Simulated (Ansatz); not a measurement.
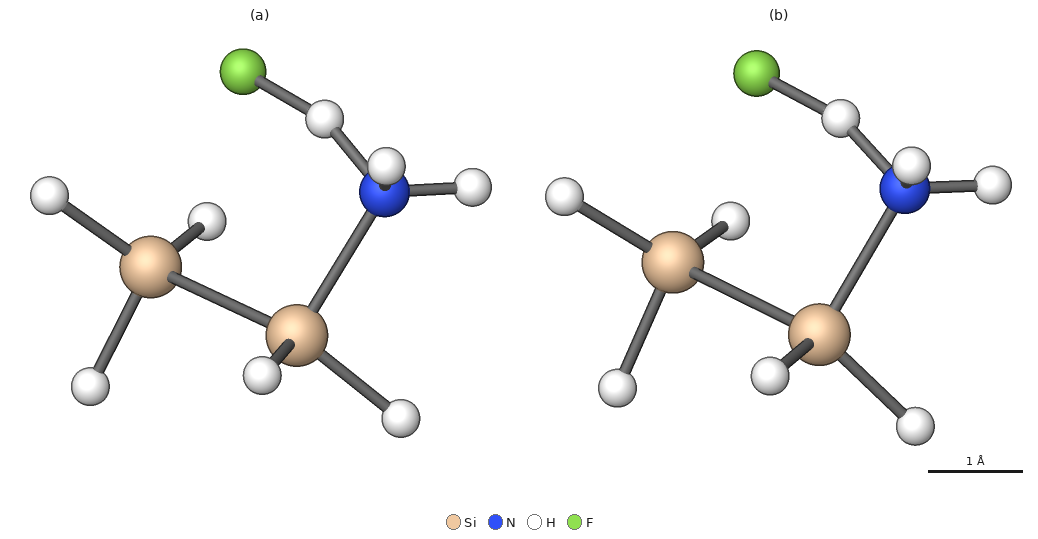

The structure of Si₂NH₈F before (left) and after (right) a constrained relaxation, at one scale.

Style: ball-and-stick. Shown from a free direction.

The reaction that was planned forms Si1–F7, N2–H6 and breaks Si1–N2, H6–F7 (atoms numbered from 1 in input order).

These are results of Ansatz, RKS PBE0-D4/def2-SVP, not measurements. (held fixed: the distance between atoms 1 (Si) and 7 (F), the distance between atoms 2 (N) and 6 (H), the distance between atoms 1 (Si) and 2 (N), the distance between atoms 6 (H) and 7 (F), counting from 1; force threshold 0.04 eV/Å; at most 150 steps)

> What changed between the two?

Over 5 geometry steps the energy falls by 0.127 eV. Largest force component: 0.59 eV/Å at the start, 0.017 eV/Å at the end. The largest move after the best rigid fit is that of an H atom, 0.12 Å. By element the largest moves are H 0.12 Å, F 0.06 Å, Si 0.06 Å, N 0.04 Å. Among the contacts that change: F–Si 2.395 → 2.297 Å, H–Si 1.493 → 1.525 Å, H–Si 1.457 → 1.488 Å, Si–Si 2.326 → 2.357 Å. Bond angles that change, for instance: N–Si–H 99.9° → 106.0°, H–Si–Si 122.5° → 117.0°, N–Si–H 99.5° → 104.5°. The run took 9 s on 4 threads of Arm Neoverse V2, on a shared host.
